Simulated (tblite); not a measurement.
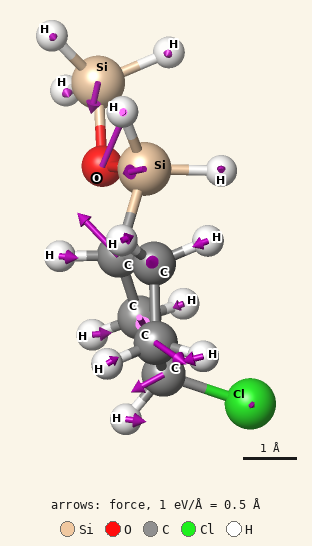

Starting geometry of C$_{5}$H$_{13}$ClOSi$_{2}$ with the computed forces as purple arrows. Style: ball-and-stick. Shown from a free direction.

Theory: GFN2-xTB geometry optimisation, gas phase (tblite 0.8.0). 

**What follows when this structure is relaxed?**

It isn't relaxed: the largest force vector, on the O atom, is 2.73 eV/Å. The final displacements have little in common with the starting forces (cosine between the two patterns 0.20). The largest move after the best rigid fit is that of an H atom, 1.75 Å. By element the largest moves are H 1.75 Å, O 1.14 Å, Si 0.72 Å, C 0.40 Å, Cl 0.27 Å. Near-neighbour distances that change, for instance: Si–Si 2.851 → 3.208 Å, O–Si 1.717 → 1.620 Å, C–C 1.490 → 1.543 Å, C–C 1.498 → 1.531 Å. Among the angles between lasting bonds that change: Si–O–Si 112.9° → 164.3°, C–C–H 106.2° → 113.3°, O–Si–H 111.8° → 104.9°. Groups turn about C–C by about 20°. After 139 geometry steps the energy has fallen by 18.5 kcal/mol. Cost: 2.8 s on 1 thread of Arm Neoverse N1 (shared host).
